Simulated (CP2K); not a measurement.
**Two attempts at C4H2F4 (SMILES F/C=C(F)/C(F)=C\F)**

Aim: the energy of C4H2F4 at RM1.

The calculation is run with CP2K 2026.2.

2 further runs of the same task are left out: 2 set aside as unsound or not needed.

## 1. The molecule

C4H2F4: 10 atoms, total charge 0, spin state singlet. As SMILES, `F/C=C(F)/C(F)=C\F`. The coordinates come from a GFN2-xTB relaxation. This is one conformer, not always the lowest.

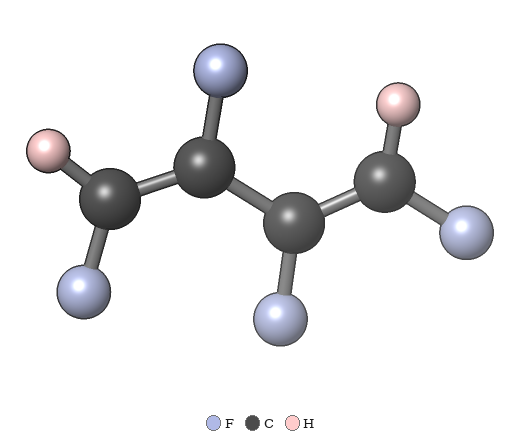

Viewed from a chosen angle; fluorine light blue, carbon dark grey, hydrogen pink.

## 2. First attempt

Contents of molecule.xyz:

```xyz
10

F     -1.763170    -1.544280     1.874930
C     -1.045300    -0.525460     1.414700
C     -0.396340    -0.568750     0.247370
F     -0.433670    -1.654790    -0.534660
C      0.391500     0.543420    -0.259670
F      0.410220     1.620080     0.551700
C      1.082940     0.633250    -1.398660
F      1.148920    -0.351410    -2.283370
H     -1.034540     0.333040     2.068050
H      1.639450     1.514910    -1.680400
```

Contents of calc.inp:

```
&FORCE_EVAL
  METHOD Quickstep
  &DFT
    CHARGE 1
    &QS
      METHOD RM1
      EPS_DEFAULT 1.0E-10
      &SE
        &COULOMB
          CUTOFF [angstrom] 50
          RC_RANGE [angstrom] 0
        &END
        &EXCHANGE
          CUTOFF [angstrom] 50
          RC_RANGE [angstrom] 0
        &END
      &END
    &END
    &POISSON
      PERIODIC NONE
      POISSON_SOLVER ANALYTIC
    &END
    &SCF
      SCF_GUESS ATOMIC
      EPS_SCF 1.0E-07
      MAX_SCF 30
      &OT
        MINIMIZER DIIS
        PRECONDITIONER FULL_ALL
      &END
      &OUTER_SCF
        EPS_SCF 1.0E-07
        MAX_SCF 8
      &END
    &END
    &PRINT
      &MOMENTS
        PERIODIC F
        REFERENCE COM
        MAX_MOMENT 1
      &END
      &MO_CUBES
        NLUMO 5
        NHOMO -1
        WRITE_CUBE F
      &END
      &HIRSHFELD OFF
      &END
    &END
  &END
  &SUBSYS
    &CELL
      ABC 19.4 19.3 20.4
      PERIODIC NONE
    &END
    &TOPOLOGY
      COORD_FILE_NAME molecule.xyz
      COORD_FILE_FORMAT XYZ
      &CENTER_COORDINATES
      &END
    &END
  &END
&END
&GLOBAL
  PROJECT calc
  RUN_TYPE ENERGY
  PRINT_LEVEL MEDIUM
&END
```

Launch:

```bash
$ OMP_NUM_THREADS=1 cp2k.psmp calc.inp > calc.out
```

The log of the run:

```text
CP2K| version string:                                       CP2K version 2026.2
 CP2K| Input file name                                                  calc.inp

 GLOBAL| Basis set file name                                           BASIS_SET
 GLOBAL| Potential file name                                           POTENTIAL
 GLOBAL| Coordinate file name                                       molecule.xyz
 GLOBAL| Method name                                                        CP2K
 GLOBAL| Project name                                                       calc
 GLOBAL| Run type                                                         ENERGY
 GLOBAL| FFT library                                                       FFTW3
 GLOBAL| Diagonalization library                                       ScaLAPACK
 GLOBAL| Global print level                                               MEDIUM
 GLOBAL| Total number of message passing processes                             1
 GLOBAL| Number of threads for this process                                    1
 GLOBAL| CPU model name           Intel(R) Xeon(R) Platinum 8259CL CPU @ 2.50GHz

 CELL| Volume [angstrom^3]:                                          7638.168000
 CELL| Vector a [angstrom]:      19.400     0.000     0.000   |a| =    19.400000
 CELL| Vector b [angstrom]:       0.000    19.300     0.000   |b| =    19.300000
 CELL| Vector c [angstrom]:       0.000     0.000    20.400   |c| =    20.400000
 CELL| Angle (b,c), alpha [degree]:                                    90.000000
 CELL| Angle (a,c), beta  [degree]:                                    90.000000
 CELL| Angle (a,b), gamma [degree]:                                    90.000000
 CELL| Numerically orthorhombic:                                             YES
 CELL| Periodicity                                                          NONE

 GENERATE|  Preliminary Number of Bonds generated:                             0
 GENERATE|  Achieved consistency in connectivity generation.

                                   2008 - 2015

 SEMIEMPIRICAL|                             Coulomb Integral cutoff/taper values
 SEMIEMPIRICAL| Cutoff [a.u.]                                             94.486
 SEMIEMPIRICAL| Taper  [a.u.]                                             94.486
 SEMIEMPIRICAL| Range  [a.u.]                                              0.000

 SEMIEMPIRICAL|                            Exchange Integral cutoff/taper values
 SEMIEMPIRICAL| Cutoff [a.u.]                                             94.486
 SEMIEMPIRICAL| Taper  [a.u.]                                             94.486
 SEMIEMPIRICAL| Range  [a.u.]                                              0.000

 *******************************************************************************
 *   ___                                                                       *
 *  /   \                                                                      *
 * [ABORT]                                                                     *
 *  \___/            Use the LSD option for an odd number of electrons         *
 *    |                                                                        *
 *  O/|                                                                        *
 * /| |                                                                        *
 * / \                                                   qs_environment.F:2033 *
 *******************************************************************************

 ===== Routine Calling Stack =====

            2 qs_init_subsys
            1 CP2K
```

It took 1.5 s on 1 thread of Intel Xeon Platinum 8259CL at 2.50GHz (Skylake/Cascade Lake), shared host; peak memory 0.17 GiB.

## 3. Reading the log

The input was rejected.

The telling line is `\___/            Use the LSD option for an odd number of electrons`. The fault: the electron count doesn't fit the spin or reference typed: an even count needs an odd multiplicity, an odd count an even one. To mend it: charge 0 in place of 1. That is the species meant; for the charge typed, the multiplicity would have to change.

## 4. Try two

molecule.xyz is that of step 2.

Contents of molecule.inp:

```
&GLOBAL
  PROJECT molecule
  RUN_TYPE ENERGY
  PRINT_LEVEL MEDIUM
&END
&FORCE_EVAL
  METHOD QS
  &DFT
    &QS
      METHOD RM1
      EPS_DEFAULT 1.0E-10
      &SE
        &COULOMB
          CUTOFF [angstrom] 50
          RC_RANGE [angstrom] 0
        &END
        &EXCHANGE
          CUTOFF [angstrom] 50
          RC_RANGE [angstrom] 0
        &END
      &END
    &END
    &POISSON
      PERIODIC NONE
      POISSON_SOLVER ANALYTIC
    &END
    &SCF
      SCF_GUESS ATOMIC
      EPS_SCF 1.0E-07
      MAX_SCF 30
      &OT
        MINIMIZER DIIS
        PRECONDITIONER FULL_ALL
      &END
      &OUTER_SCF
        EPS_SCF 1.0E-07
        MAX_SCF 8
      &END
    &END
    &PRINT
      &MOMENTS
        PERIODIC F
        REFERENCE COM
        MAX_MOMENT 1
      &END
      &MO_CUBES
        NLUMO 5
        NHOMO -1
        WRITE_CUBE F
      &END
      &HIRSHFELD OFF
      &END
    &END
  &END
  &SUBSYS
    ! vacuum box
    &CELL
      ABC 19.4 19.3 20.4
      PERIODIC NONE
    &END
    &TOPOLOGY
      COORD_FILE_NAME molecule.xyz
      COORD_FILE_FORMAT XYZ
      &CENTER_COORDINATES
      &END
    &END
  &END
&END
```

Launch:

```bash
$ OMP_NUM_THREADS=1 cp2k.psmp -i molecule.inp -o molecule.out
```

The log of the run:

```text
CP2K| version string:                                       CP2K version 2026.2
[...]
 GLOBAL| Method name                                                        CP2K
[...]
 GLOBAL| Run type                                                         ENERGY
[...]
                             - Atoms:                                         10
[...]
                             - Spherical basis functions:                     34
[...]
 Number of electrons:                                                         46
[...]
     1 OT DIIS     0.15E+00    0.0     0.35322774       -81.4397384958 -8.14E+01
[...]
    11 OT DIIS     0.15E+00    0.0     0.00000006       -91.0465637657 -1.31E-11
  *** SCF run converged in    11 steps ***
  Core-core repulsion energy [eV]:                           4930.38747286942271
  Core Hamiltonian energy [eV]:                             -4136.45592671735449
  Two-electron integral energy [eV]:                        -6542.86908319960730
  Electronic energy [eV]:                                   -7407.89046831715859
  Total energy [eV]:                                        -2477.50299544773543
  Atomic reference energy [eV]:                              2471.21081006222266
  Heat of formation [kcal/mol]:                              -145.10125354613839
[...]
 SE_DIPOLE| Moment [Debye]         -0.80658384      -2.26250524      -0.35651843
 SE_DIPOLE| Derivative [a.u.]       0.00000000       0.00000000       0.00000000
 *** WARNING in qs_scf_post_se.F:140 :: Printing of MO cube files not ***
 *** implemented for Semi-Empirical method.                           ***
 ENERGY| Total FORCE_EVAL ( QS ) energy [hartree]            -91.046563765657481
[...]
```

Run time: 2.1 s. Hardware: 1 thread of Intel Xeon Platinum 8259CL at 2.50GHz (Skylake/Cascade Lake), shared host; peak memory 0.19 GiB.

## 5. Summary of results

Level: RM1.

| quantity | value |
| --- | --- |
| total energy | -91.04656 Eh |
| dipole moment | 2.43 D |
| heat of formation | -145.1 kcal/mol |
